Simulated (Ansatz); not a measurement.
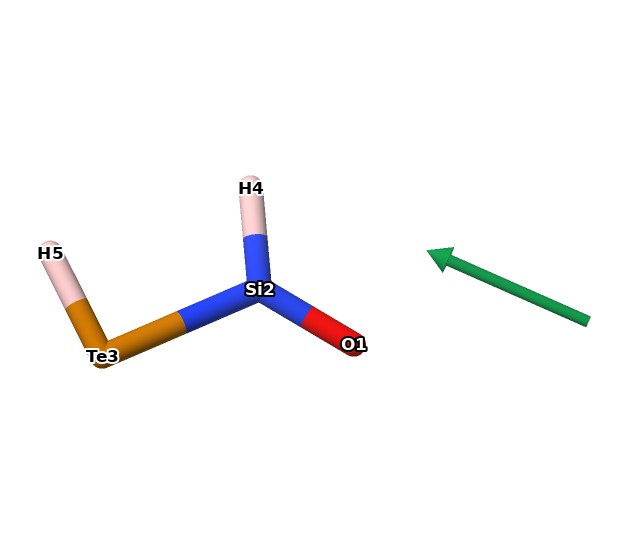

The arrow beside the molecule shows the direction of the dipole moment, from the negative to the positive end (its length means nothing). The computed structure is the end point of a PBE0-D4/def2-TZVP optimisation. No frequency run is at hand to confirm it as a minimum. Properties computed with RKS PBE0-D4/def2-TZVP, core potentials on Te (Ansatz 0.2.0).

Estimate the dipole moment.

Answer. 4.21 D; it points from the side of O1 to the side of H5 (the outermost atoms at the two ends).
